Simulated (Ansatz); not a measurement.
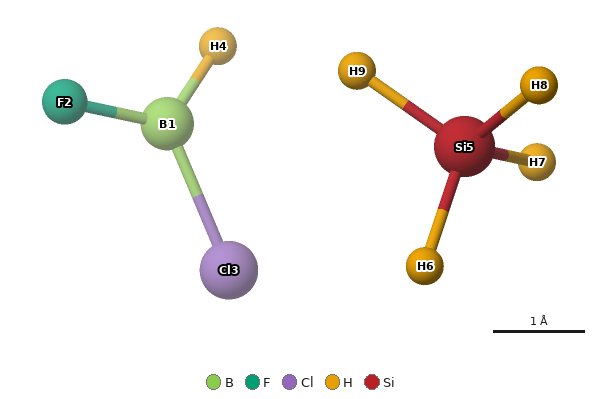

Figure 1. The structure as given in the input (ball-and-stick view, seen at a tilt; atoms are numbered from 1 in the order of the input).

# Nudged elastic band of BSiH$_{5}$ClF (part 1 of 2)

- system: BSiH$_{5}$ClF
- method: RHF/def2-SVP (Ansatz 0.2.0)

The run did not end well. One setting was made poor on purpose. It belongs to a series of runs on one base structure; here: band between the two ends.

### What the program printed
```
Engine: ansatz 0.2.0, aarch64-unknown-linux-gnu
Functional definition: HF
  exchange = exact_x
  correlation = 0
927 factors; integrals over basis functions are off by at most 2.3e-4 eV
mean field evaluation 1: about -23813.7968 eV, gradient 2.5e1 eV
mean field evaluation 2: about -23813.8897 eV, gradient 2.6e1 eV
mean field evaluation 4: about -23815.7143 eV, gradient 2.7e0 eV
mean field evaluation 8: about -23815.7521 eV, gradient 1.4e-1 eV
mean field -23815.75226254 eV, -875.2127527518 hartree, gradient 4.4e-5 eV, S^2 0.000000; 0 other end points of the search recorded, 0 dependent functions left out
the calculation of the forces begins
reference -23815.75226254 eV, -875.2127527518 hartree; 25, 25 occupied and 64, 64 virtual orbitals, 927 factors
930 factors; integrals over basis functions are off by at most 1.4e-3 eV
mean field evaluation 16: about -23813.7963 eV, gradient 2.7e0 eV
mean field -23813.83476593 eV, -875.1422860511 hartree, gradient 3.3e-5 eV, S^2 0.000000; 0 other end points of the search recorded, 0 dependent functions left out
[... from here on the field's lines of each further geometry are left out, up to the last ...]
NEB iter   1: max|band force component| = 1.379e2 eV/Å  barrier→ = 18.3969 eV  barrier← = 16.4794 eV  Δτ_max = 0.5000 Å  (388 SCF iters)
NEB iter   2: max|band force component| = 6.918e0 eV/Å  barrier→ = 7.2001 eV  barrier← = 5.2826 eV  Δτ_max = 0.0222 Å  (331 SCF iters)
NEB iter   3: max|band force component| = 7.153e0 eV/Å  barrier→ = 6.9057 eV  barrier← = 4.9882 eV  Δτ_max = 0.1038 Å  (326 SCF iters)
NEB iter   4: max|band force component| = 7.834e0 eV/Å  barrier→ = 6.0824 eV  barrier← = 4.1649 eV  Δτ_max = 0.1133 Å  (301 SCF iters)
NEB iter   5: max|band force component| = 5.529e0 eV/Å  barrier→ = 5.6152 eV  barrier← = 3.6977 eV  Δτ_max = 0.4509 Å  (306 SCF iters)
NEB iter   6: max|band force component| = 2.014e3 eV/Å  barrier→ = 251.9988 eV  barrier← = 250.0813 eV  Δτ_max = 0.4473 Å  (302 SCF iters)
NEB iter   7: max|band force component| = 5.357e0 eV/Å  barrier→ = 5.5901 eV  barrier← = 3.6726 eV  Δτ_max = 0.0038 Å  (312 SCF iters)
NEB iter   8: max|band force component| = 5.178e0 eV/Å  barrier→ = 5.5659 eV  barrier← = 3.6484 eV  Δτ_max = 0.2574 Å  (273 SCF iters)
NEB iter   9: max|band force component| = 3.974e1 eV/Å  barrier→ = 5.9406 eV  barrier← = 4.0231 eV  Δτ_max = 0.5000 Å  (302 SCF iters)
NEB iter  10: max|band force component| = 6.580e0 eV/Å  barrier→ = 6.8303 eV  barrier← = 4.9128 eV  Δτ_max = 0.0648 Å  (318 SCF iters)
NEB iter  11: max|band force component| = 7.128e0 eV/Å  barrier→ = 5.9586 eV  barrier← = 4.0411 eV  Δτ_max = 0.1053 Å  (304 SCF iters)
NEB iter  12: max|band force component| = 7.660e0 eV/Å  barrier→ = 4.4041 eV  barrier← = 2.4866 eV  Δτ_max = 0.1133 Å  (294 SCF iters)
NEB iter  13: max|band force component| = 6.101e0 eV/Å  barrier→ = 3.9291 eV  barrier← = 2.0116 eV  Δτ_max = 0.5000 Å  (294 SCF iters)
NEB iter  14: max|band force component| = 2.530e3 eV/Å  barrier→ = 332.8479 eV  barrier← = 330.9304 eV  Δτ_max = 0.4962 Å  (306 SCF iters)
NEB iter  15: max|band force component| = 5.947e0 eV/Å  barrier→ = 3.9260 eV  barrier← = 2.0085 eV  Δτ_max = 0.0039 Å  (311 SCF iters)
NEB iter  16: max|band force component| = 5.788e0 eV/Å  barrier→ = 3.9230 eV  barrier← = 2.0055 eV  Δτ_max = 0.2071 Å  (266 SCF iters)
NEB iter  17: max|band force component| = 2.889e1 eV/Å  barrier→ = 4.5906 eV  barrier← = 2.6731 eV  Δτ_max = 0.4386 Å  (307 SCF iters)
NEB iter  18: max|band force component| = 6.676e0 eV/Å  barrier→ = 6.2565 eV  barrier← = 4.3390 eV  Δτ_max = 0.0805 Å  (308 SCF iters)
NEB iter  19: max|band force component| = 7.249e0 eV/Å  barrier→ = 5.1215 eV  barrier← = 3.2040 eV  Δτ_max = 0.1105 Å  (288 SCF iters)
NEB iter  20: max|band force component| = 7.017e0 eV/Å  barrier→ = 3.7047 eV  barrier← = 1.7872 eV  Δτ_max = 0.5000 Å  (302 SCF iters)
NEB iter  21: max|band force component| = 7.335e2 eV/Å  barrier→ = 127.8492 eV  barrier← = 125.9317 eV  Δτ_max = 0.4948 Å  (305 SCF iters)
NEB iter  22: max|band force component| = 6.940e0 eV/Å  barrier→ = 3.7034 eV  barrier← = 1.7859 eV  Δτ_max = 0.0055 Å  (314 SCF iters)
NEB iter  23: max|band force component| = 6.856e0 eV/Å  barrier→ = 3.7021 eV  barrier← = 1.7846 eV  Δτ_max = 0.5000 Å  (261 SCF iters)
NEB iter  24: max|band force component| = 3.157e2 eV/Å  barrier→ = 50.8466 eV  barrier← = 48.9291 eV  Δτ_max = 0.5000 Å  (311 SCF iters)
NEB iter  25: max|band force component| = 3.001e1 eV/Å  barrier→ = 4.9974 eV  barrier← = 3.0799 eV  Δτ_max = 0.0487 Å  (281 SCF iters)
NEB iter  26: max|band force component| = 1.163e1 eV/Å  barrier→ = 3.6108 eV  barrier← = 1.6933 eV  Δτ_max = 0.0390 Å  (272 SCF iters)
NEB iter  27: max|band force component| = 6.906e0 eV/Å  barrier→ = 3.6101 eV  barrier← = 1.6926 eV  Δτ_max = 0.0673 Å  (284 SCF iters)
NEB iter  28: max|band force component| = 5.227e0 eV/Å  barrier→ = 3.6076 eV  barrier← = 1.6901 eV  Δτ_max = 0.0370 Å  (300 SCF iters)
NEB iter  29: max|band force component| = 4.749e0 eV/Å  barrier→ = 3.6044 eV  barrier← = 1.6869 eV  Δτ_max = 0.0843 Å  (293 SCF iters)
NEB iter  30: max|band force component| = 3.358e0 eV/Å  barrier→ = 3.5939 eV  barrier← = 1.6764 eV  Δτ_max = 0.1902 Å  (308 SCF iters)
NEB iter  31: max|band force component| = 4.013e0 eV/Å  barrier→ = 3.5572 eV  barrier← = 1.6397 eV  Δτ_max = 0.0713 Å  (301 SCF iters)
NEB iter  32: max|band force component| = 2.181e0 eV/Å  barrier→ = 3.5410 eV  barrier← = 1.6235 eV  Δτ_max = 0.0181 Å  (290 SCF iters)
NEB iter  33: max|band force component| = 1.359e0 eV/Å  barrier→ = 3.5338 eV  barrier← = 1.6163 eV  Δτ_max = 0.0206 Å  (289 SCF iters)
NEB iter  34: max|band force component| = 1.553e0 eV/Å  barrier→ = 3.5172 eV  barrier← = 1.5997 eV  Δτ_max = 0.0239 Å  (288 SCF iters)
NEB iter  35: max|band force component| = 1.338e0 eV/Å  barrier→ = 3.5008 eV  barrier← = 1.5833 eV  Δτ_max = 0.0956 Å  (292 SCF iters)
NEB iter  36: max|band force component| = 1.703e0 eV/Å  barrier→ = 3.4321 eV  barrier← = 1.5146 eV  Δτ_max = 0.0262 Å  (306 SCF iters)
NEB iter  37: max|band force component| = 1.709e0 eV/Å  barrier→ = 3.4158 eV  barrier← = 1.4983 eV  Δτ_max = 0.0252 Å  (290 SCF iters)
NEB iter  38: max|band force component| = 1.458e0 eV/Å  barrier→ = 3.3997 eV  barrier← = 1.4822 eV  Δτ_max = 0.0078 Å  (291 SCF iters)
NEB iter  39: max|band force component| = 7.803e-1 eV/Å  barrier→ = 3.3916 eV  barrier← = 1.4741 eV  Δτ_max = 0.0497 Å  (293 SCF iters)
NEB iter  40: max|band force component| = 1.064e0 eV/Å  barrier→ = 3.3403 eV  barrier← = 1.4228 eV  Δτ_max = 0.0158 Å  (307 SCF iters)
NEB iter  41: max|band force component| = 8.195e-1 eV/Å  barrier→ = 3.3250 eV  barrier← = 1.4075 eV  Δτ_max = 0.0109 Å  (290 SCF iters)
NEB iter  42: max|band force component| = 8.832e-1 eV/Å  barrier→ = 3.3115 eV  barrier← = 1.3940 eV  Δτ_max = 0.0153 Å  (276 SCF iters)
NEB iter  43: max|band force component| = 9.381e-1 eV/Å  barrier→ = 3.2967 eV  barrier← = 1.3792 eV  Δτ_max = 0.0139 Å  (291 SCF iters)
NEB iter  44: max|band force component| = 7.206e-1 eV/Å  barrier→ = 3.2822 eV  barrier← = 1.3647 eV  Δτ_max = 0.0132 Å  (292 SCF iters)
NEB iter  45: max|band force component| = 8.311e-1 eV/Å  barrier→ = 3.2658 eV  barrier← = 1.3483 eV  Δτ_max = 0.0175 Å  (278 SCF iters)
NEB iter  46: max|band force component| = 1.028e0 eV/Å  barrier→ = 3.2521 eV  barrier← = 1.3346 eV  Δτ_max = 0.0152 Å  (290 SCF iters)
NEB iter  47: max|band force component| = 7.962e-1 eV/Å  barrier→ = 3.2388 eV  barrier← = 1.3213 eV  Δτ_max = 0.0089 Å  (290 SCF iters)
NEB iter  48: max|band force component| = 7.598e-1 eV/Å  barrier→ = 3.2277 eV  barrier← = 1.3102 eV  Δτ_max = 0.5000 Å  (276 SCF iters)
NEB iter  49: max|band force component| = 7.879e0 eV/Å  barrier→ = 4.4622 eV  barrier← = 2.5447 eV  Δτ_max = 0.1146 Å  (308 SCF iters)
NEB iter  50: max|band force component| = 6.347e0 eV/Å  barrier→ = 2.7467 eV  barrier← = 0.8292 eV  Δτ_max = 0.2138 Å  (303 SCF iters)
NEB iter  51: max|band force component| = 4.641e1 eV/Å  barrier→ = 6.5163 eV  barrier← = 4.5988 eV  Δτ_max = 0.1874 Å  (307 SCF iters)
NEB iter  52: max|band force component| = 5.182e0 eV/Å  barrier→ = 2.7413 eV  barrier← = 0.8238 eV  Δτ_max = 0.0197 Å  (300 SCF iters)
NEB iter  53: max|band force component| = 3.910e0 eV/Å  barrier→ = 2.7381 eV  barrier← = 0.8206 eV  Δτ_max = 0.0680 Å  (277 SCF iters)
NEB iter  54: max|band force component| = 4.638e0 eV/Å  barrier→ = 2.7278 eV  barrier← = 0.8103 eV  Δτ_max = 0.0689 Å  (300 SCF iters)
NEB iter  55: max|band force component| = 3.885e0 eV/Å  barrier→ = 2.7273 eV  barrier← = 0.8098 eV  Δτ_max = 0.0292 Å  (299 SCF iters)
NEB iter  56: max|band force component| = 1.179e0 eV/Å  barrier→ = 2.7275 eV  barrier← = 0.8100 eV  Δτ_max = 0.0131 Å  (274 SCF iters)
NEB iter  57: max|band force component| = 5.126e-1 eV/Å  barrier→ = 2.7299 eV  barrier← = 0.8124 eV  Δτ_max = 0.0093 Å  (276 SCF iters)
NEB iter  58: max|band force component| = 1.146e0 eV/Å  barrier→ = 2.7372 eV  barrier← = 0.8197 eV  Δτ_max = 0.0176 Å  (285 SCF iters)
NEB iter  59: max|band force component| = 1.003e0 eV/Å  barrier→ = 2.7397 eV  barrier← = 0.8222 eV  Δτ_max = 0.0057 Å  (275 SCF iters)
the calculation of the forces begins
reference -23813.72408573 eV, -875.1382186286 hartree; 25, 25 occupied and 64, 64 virtual orbitals, 929 factors
these checks for a lower state are left out or cut short: starts, cluster_reference, orbital_swaps, neighbouring_geometries, increment
930 factors; integrals over basis functions are off by at most 1.4e-3 eV
mean field -23813.79034495 eV, -875.1406536101 hartree, gradient 1.3e-5 eV, S^2 0.000000; 0 other end points of the search recorded, 0 dependent functions left out
the calculation of the forces begins
reference -23813.79034495 eV, -875.1406536101 hartree; 25, 25 occupied and 64, 64 virtual orbitals, 930 factors
NEB iter  60: max|band force component| = 7.399e-1 eV/Å  barrier→ = 2.7411 eV  barrier← = 0.8236 eV  Δτ_max = 0.2274 Å  (270 SCF iters)
```

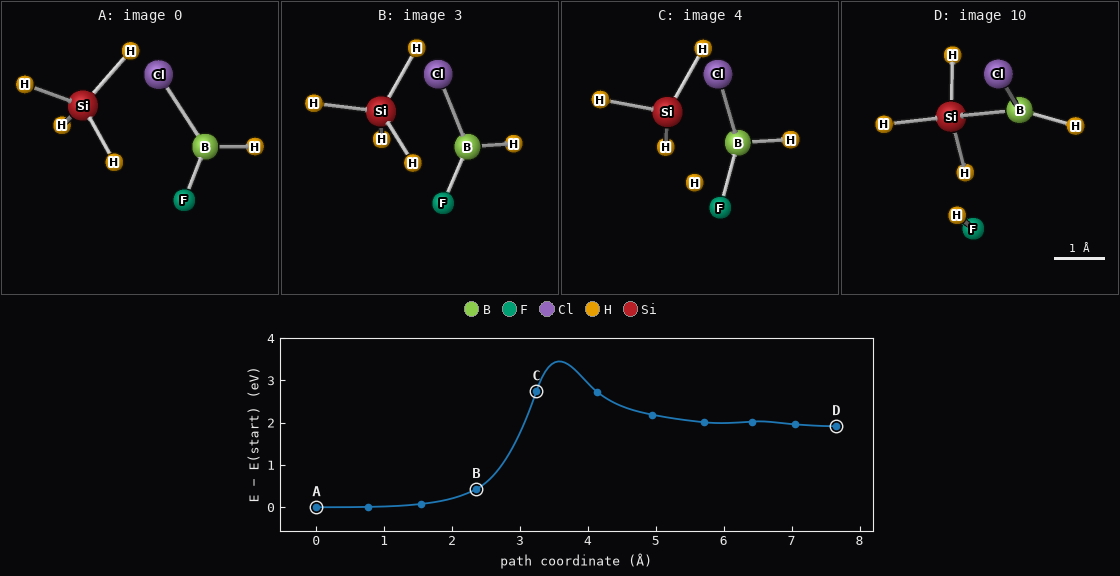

Figure 2. Images of the last band (counted from 0; ball-and-stick, seen at a tilt) above the energy along the path; the line is a cubic interpolation that uses the forces. The highest image is number 4, 2.741 eV above the start and 0.824 eV above the end; the end lies 1.917 eV above the start. A further maximum stands at image 8, 2.028 eV from the start. The path is 7.66 Å long. The band had not converged after 60 iterations.

```
Unfinished report: {"positions_ang":[[0.11205933841400138,0.08978117272830602,0.16510147899486277],[-0.1144644412977752,-0.8004992658608217,1.3101965296505795],[1.7099000790913568,-0.12846742890328938,-0.6725769507026159],[-0.8185686393301504,0.2042413779501229,-0.5692349780852494],[0.48725955174112234,2.3058833638622316,0.8738372707359262],[1.7764210439894954,2.426018109069663,1.5770815640462774],[0.6243242592964728,2.7830361467350593,-0.538447407585471],[-0.5410022638600803,3.106293388718637,1.5399223840036287],[-0.18462792804444383,0.7276131457000878,1.4366211189420632]],"unchecked":["starts","cluster_reference","orbital_swaps","neighbouring_geometries","increment"],"mean_field":{"relativity":"none","state":{"energy":{"ev":-23813.011161109403,"hartree":-875.1120191320776},"converged":true,"gradient_ev":0.0000828914397608102,"stability":{"kind":"minimum","curvature_ev":38.02348005936109},"curvature_floor_ev":0.00030000000000000003,"spin_squared":-2.1316282072803006e-14},"others":[],"fillings":{"estimated":0,"unestimated":0,"tried":0,"untried":0,"excluded_magnetic_sites":0},"n_dropped_functions":0,"n_trapped_functions":0,"passes":{"evaluations":4,"products":30},"factors":{"origin":"Cholesky decomposition","count":927,"bound_ev":0.0007404058524491346},"gradient_stop_ev":0.00009,"reference_kind":"stationary","symmetry":{"irreps":["A"],"axes":[[0.999624584812044,0.02242224655134755,0.015745866090481116],[-0.02232518273234891,0.9997308275200523,-0.006313376437269036],[-0.01588318781970453,0.005959476962118114,0.999856094135062]],"occupied":[{"A":25},{"A":25}]},"held":{"pivots":927,"left_out":0,"joined":0},"density_repulsion":{"missed_ev":0.000011498660525490485,"excess_ev":9.604785758814939e-9,"most_excess_ev":0.000135,"are_drawn_again":false,"n_first_factors":927,"energy_change_ev":0.0,"n_dropped_ends":0}},"factors":{"origin":"Cholesky decomposition","count":927,"bound_ev":0.0007404058524491346},"n_frozen":0,"n_occupied":[25,25],"n_virtual":[64,64],"reference":{"ev":-23813.011161109403,"hartree":-875.1120191320776},"total":{"ev":-23813.011161109403,"hartree":-875.1120191320776},"forces_ev_per_angstrom":[[-0.7827469537343951,-2.5151244139580022,1.6415283841768613],[0.31864489009952424,-0.6482390260751337,-1.7939078173249887],[-0.16862900709662407,0.2452171313113629,0.5039113494318483],[-0.05154799757001201,0.22123070251661683,0.02518690547852875],[-0.3445535019429632,-0.18961086666802,0.6842335681381402],[-0.031717044345625854,-0.1674349063549322,0.010045612664311525],[-0.2456017858165216,-0.5622423759448996,0.41549181610771624],[-0.21899538790725764,0.17338935014442686,0.13869156360281423],[1.525146788314198,3.4428144050265206,-1.6251813822747072]],"charge_distribution":{"dipole_moment_e_ang":[-0.1239305183346413,0.6623917417639835,0.10855417989297433],"mulliken_charges_e":[0.4090226764557148,-0.3728183905218714,-0.2403534120875932,-0.088403004751753,0.4140074732847907,-0.08467831446766105,-0.06905538230889019,-0.11370638581012038,0.14598474020736485],"lowdin_charges_e":[-0.5341352344885433,-0.009942751139744743,0.2333258873266324,-0.061449408521052185,0.46975633470346523,-0.0751925126625006,-0.05059788901091089,-0.09328156770888829,0.12151714150154125]},"n_threads":1,"memory_gib":1.7045454550534487,"seconds":{"hamiltonian":1.380238106,"orbitals":0.0,"second_order":0.0,"solver_start":0.0,"cycles":0.0,"cycle":0.0,"perturbative":0.0,"full_ci_increment":0.0,"forces":0.0}}
this run last wrote the band of iteration 60 to [file]
Error: NEB band did not converge after 60 iterations: max|band force component| = 7.40e-1 eV/Å (threshold 3.0e-2); raise `neb.max_iterations` in a new run, which can start from the last band evaluated (`neb.initial_path`, with `crystal.atoms` and `neb.final_atoms` set to its first and last images), add images, or start from endpoints closer to local minima. Where this run's directory can be resumed (`checkpoint.write`), a resume goes on for up to `neb.max_iterations` more; to start a new run from the last band, take its images' positions from the `neb_iteration` event of iteration 60 (`data.images[].positions_ang`), in the event stream of the run that computed that iteration (not this run's, if it was resumed behind it). With `checkpoint.write`, `steps/00-neb/state/checkpoint.json` in the run directory holds the last saved band, under `neb.evaluated.images[].positions_ang` (a band under a hybrid functional on support functions is neither saved nor resumed: `neb.initial_path` says where its path is): check the last entry of `neb.iterations` there, which is earlier than 60 if that iteration was not saved or its write failed. If the band's step has no `state` directory and holds `state.next`, a write was cut short, and the file is under `state.next` instead (behind a loss of power it can be under `state.prev`)
this run wrote the band of iteration 60 to [file] as well, whether or not its events were kept: a new run's `neb.initial_path` can list its `images[].positions_ang`
a run's events are kept only if it was started with --events-out <file>, and are in that file
```
